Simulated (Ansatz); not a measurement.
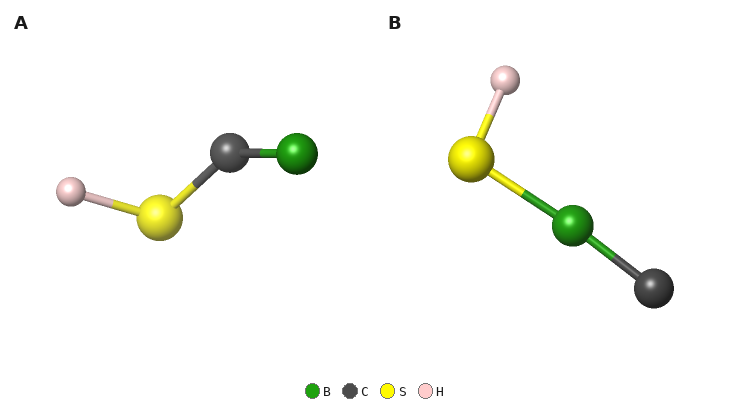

2 stationary structures of one formula. Geometries: PBE0-D4/def2-TZVP. Electronic energies: PBE0-D4/def2-TZVPP (Ansatz 0.2.0), without zero-point energy. No frequency run is at hand to confirm each as a minimum.

Which is lowest in energy, and by how much?

B is lowest; A lies 14.5 kJ/mol above it (C1).

Give E(B) − E(A) in kJ/mol at these levels too: B3LYP-D4/def2-TZVPP; PBE-D4/def2-TZVPP; PBE0-D4/def2-TZVPP; PBE0-D4/def2-TZVP; RHF-CCSD(T) (frozen core)/def2-TZVPP; ωB97M-V/def2-TZVPP; r2SCAN-D4/def2-TZVPP.

```json
{"level": "B3LYP-D4/def2-TZVPP", "E(B) − E(A) (kJ/mol)": "−20.4"}
{"level": "PBE-D4/def2-TZVPP", "E(B) − E(A) (kJ/mol)": "+6.9"}
{"level": "PBE0-D4/def2-TZVPP", "E(B) − E(A) (kJ/mol)": "−14.5"}
{"level": "PBE0-D4/def2-TZVP", "E(B) − E(A) (kJ/mol)": "−14.3"}
{"level": "RHF-CCSD(T) (frozen core)/def2-TZVPP", "E(B) − E(A) (kJ/mol)": "−18.2"}
{"level": "ωB97M-V/def2-TZVPP", "E(B) − E(A) (kJ/mol)": "−33.6"}
{"level": "r2SCAN-D4/def2-TZVPP", "E(B) − E(A) (kJ/mol)": "−1.2"}
```
